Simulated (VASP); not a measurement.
Input:

```yaml
crystal:
  lattice:
    - [1.36549, -2.36510, 0.00000]
    - [1.36549, 2.36510, 0.00000]
    - [0.00000, 0.00000, 4.30623]
  atoms:
    - { symbol: Os, position: [0.33333, 0.66667, 0.25000] }
    - { symbol: Os, position: [0.66667, 0.33333, 0.75000] }
```

Calculation: PBEsol GGA, VASP's PBE PAW potentials (set 64) (plane waves; VASP). Numerical set-up: 400 eV cut-off, 17×17×10 Γ-centred mesh, tetrahedra with Blöchl corrections, potentials Os.

Unless said otherwise, spin-orbit coupling is left out, though it shifts the bands of the heavy elements here.

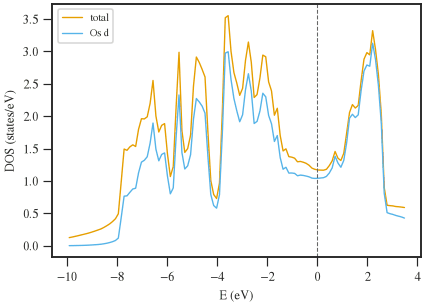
*Total and projected density of states, zero at the Fermi level*

Within 2 eV below the Fermi level the largest weight inside VASP's projection spheres is Os d.

It has no gap at this level: it comes out as a metal or semimetal.

The compound is Os in the hcp structure. It was relaxed first.
